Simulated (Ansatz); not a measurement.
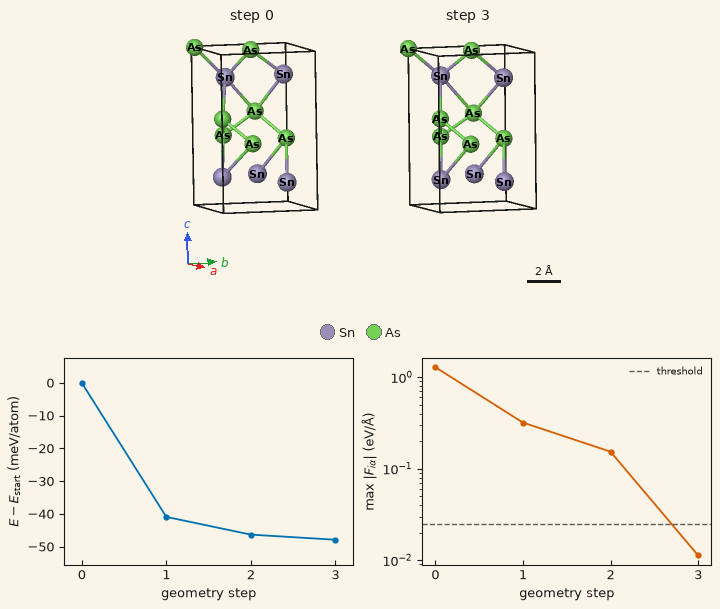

First and last geometry of a relaxation of solid Sn$_{2}$As$_{3}$ (a generated structure, set up in P1) (coarse preliminary run), with the history of the run. Style: ball-and-stick. Shown: the cell of the calculation, slightly off an axis.

Computed with DFT PBE, scalar-relativistic, plane waves, PAW (Ansatz). Set-up: plane-wave cutoff 420 eV; k-point mesh 6 × 4 × 2; occupations gaussian; smearing width 0.2 eV; no spin polarisation; cell and atoms relaxed; force threshold 0.025 eV/Å; at most 60 steps.

**Read the history and describe the run.**

The run was cut off at its time limit before the program reported convergence, but its last step already meets the force threshold: the largest component is 0.011 eV/Å against 0.025 eV/Å. The pressure is within 0.03 GPa of its target. The energy falls by 47.9 meV per atom in 3 geometry steps. Largest force component: 1.3 eV/Å at the start, 0.011 eV/Å at the end. The pressure goes from 1.44 to −0.03 GPa. The atom that moves furthest relative to the cell is a Sn atom (0.25 Å along [−1 −2 2]). By element the largest moves are Sn 0.25 Å, As 0.21 Å. The drawn cell changes as follows: a 3.921 → 3.963 Å (+1.1 %), b 6.512 → 6.653 Å (+2.2 %), c 9.803 → 9.683 Å (−1.2 %), β 92.0° → 90.4°, γ 89.7° → 89.6°; the volume changes by +2.0 %. Among the contacts that change: As–Sn 2.983 → 3.336 Å, As–Sn 3.088 → 3.360 Å, As–As 2.868 → 2.642 Å, As–Sn 3.488 → 3.272 Å. Bond angles that change, for instance: Sn–As–Sn 165.0° → 179.6°, Sn–As–Sn 166.3° → 179.6°, As–Sn–As 73.1° → 85.3°. The space group stays P1 (No. 1).
